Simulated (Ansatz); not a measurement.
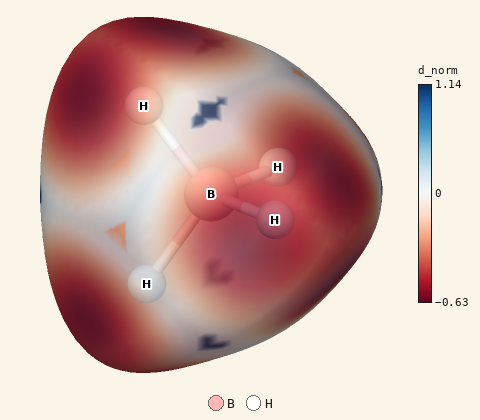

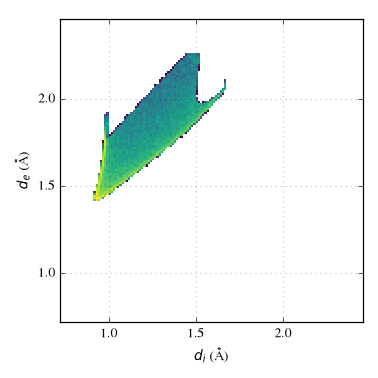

Hirshfeld surface computed for the BH4 molecule in Zn$_{3}$BH$_{4}$ (P-43m), coloured by d_norm. The second picture is its fingerprint plot, coloured by area on a logarithmic scale (dark little, yellow much).

The surface is where the fragment's share of the procrystal density (the sum of the densities of spherically averaged neutral Hartree-Fock atoms) equals one half. d_i and d_e are the distances from the surface to the nearest nucleus inside and outside; d_norm adds both, each measured against its van der Waals radius (Alvarez: B 1.91 Å, H 1.20 Å, Zn 2.39 Å), so red marks contacts shorter than the sum of radii, white equal and blue longer. X–H bonds are as in the structure, not normalised.

The cell is taken from the end point of a relaxation with DFT PBE, scalar-relativistic, plane waves, PAW (Ansatz 0.2.0); the starting structure was generated, so it need not be a known form of this composition.

```cif
data_structure
_symmetry_space_group_name_H-M 'P-43m'
_symmetry_Int_Tables_number 215
_cell_length_a 4.5846
_cell_length_b 4.5846
_cell_length_c 4.5846
_cell_angle_alpha 90.000
_cell_angle_beta 90.000
_cell_angle_gamma 90.000
_cell_volume 96.36
loop_
_atom_site_label
_atom_site_type_symbol
_atom_site_symmetry_multiplicity
_atom_site_Wyckoff_symbol
_atom_site_fract_x
_atom_site_fract_y
_atom_site_fract_z
_atom_site_occupancy
Zn1 Zn 3 d 0.00000 0.00000 0.50000 1
B1 B 1 b 0.50000 0.50000 0.50000 1
H1 H 4 e 0.65521 0.65521 0.34479 1
```

Q: Which contact with the surroundings is the closest relative to the atoms' sizes?

A: H···Zn at 2.35 Å, 65 % of the sum of the van der Waals radii.

Q: How is the surface shared among contacts (both directions of a pair summed)?

A: H···Zn 99 %, H···H 0.7 %.

Q: Give the size and shape of the surface.

A: It encloses about 26.4 Å³, has an area of about 44 Å² and a globularity of 0.97 (1 for a sphere).

Q: Where does the fingerprint reach closest to the origin?

A: The smallest d_i + d_e is about 2.3 Å, which belongs to the shortest contact, H···Zn at 2.35 Å; d_e runs from 1.42 to 2.26 Å.
